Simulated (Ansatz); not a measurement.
Band structure of Ba2N (R-3m, 3 atoms in the cell).

```yaml
crystal:
  lattice:
    - [2.04890, 1.18294, 7.77398]
    - [-2.04890, 1.18294, 7.77398]
    - [0.00000, -2.36587, 7.77398]
  atoms:
    - { symbol: Ba, position: [0.73193, 0.73193, 0.73193] }
    - { symbol: Ba, position: [0.26807, 0.26807, 0.26807] }
    - { symbol: N, position: [0.00000, 0.00000, 0.00000] }
```

Computed with LDA (PW92), PAW files made with PBE (plane waves; Ansatz, an electronic-structure program).

Settings: basis.ecutwfc = 420 eV; kpoints.mp_grid.grid = 6 6 6; hamiltonian.xc = lda; hamiltonian.pseudopotentials = {kind: paw} (an earlier, softer set of the program's PAW files); scf.occupations.method = gaussian; scf.occupations.width = 0.136 eV; kpoints.band_path.path = [[0.0, 0.0, 0.0], [0.5, 0.0, 0.0], [0.5, 0.182103, -0.182103]]; kpoints.band_path.npoints = 8.

The starting cell comes from a database of computed structures (which also holds hypothetical and non-ambient phases and stackings), without a prior relaxation at this level. Its lattice was rescaled by a random factor within 2.5 % of one.

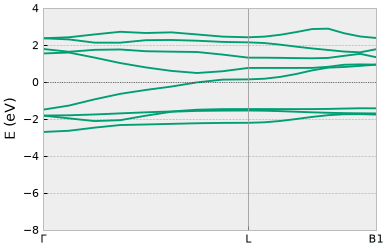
Figure. Bands along the path, energies from the Fermi level.

Levels in eV from the Fermi level, bands 9 to 16:
```tsv
point	9	10	11	12	13	14	15	16
Γ	-11.02	-2.71	-1.83	-1.83	-1.51	1.53	1.78	2.36
L	-11.00	-2.22	-1.55	-1.48	0.13	0.75	1.31	2.13
B1	-10.89	-1.77	-1.71	-1.44	0.93	0.93	1.33	1.76
```

Bands cross the Fermi level along this path, so the cell is metallic at this level.

Keys are those of Ansatz 0.2.
